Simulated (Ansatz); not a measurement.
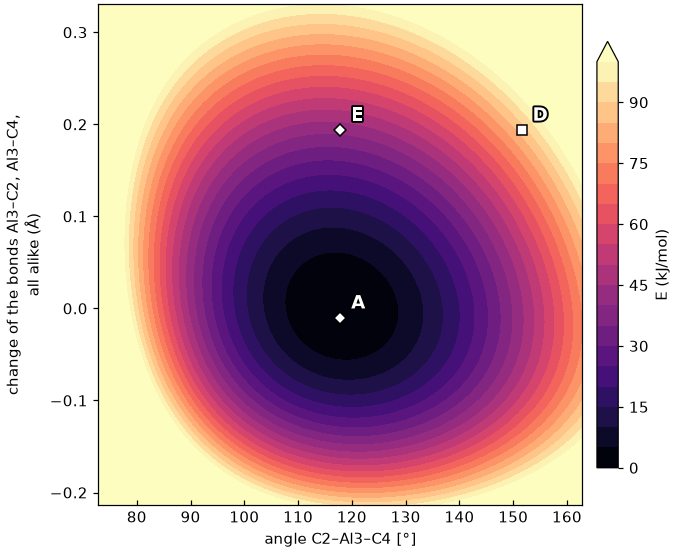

C₃H₄Al, SMILES C#[C][Al][CH3], spin multiplicity 2. 
- Coordinates scanned: (1) angle C2–Al3–C4; (2) change of the bonds Al3–C2, Al3–C4, all alike.
- Nothing is relaxed (all other coordinates rigid).
- The grid has 9 × 9 points.
- Points are written as (first, second).
- All energies are given in kJ/mol relative to the relaxed molecule at the same level.
- Level of theory: Ansatz 0.2.0, UKS PBE0-D4/def2-SVP.

The picture shows filled contours, one colour for all values above the top of the scale, lettered points. Between grid points the surface is interpolated.

> Is D the lowest point of the computed grid?

No. D lies 87 kJ/mol above the lowest grid point, which is at (117.9°, −0.010 Å).

> What kind of point is each of A, D, E: minimum, saddle, maximum or slope?

A: minimum; D: on a slope; E: on a slope. (In these two coordinates alone; a stationary point may lie a little off the grid point.)
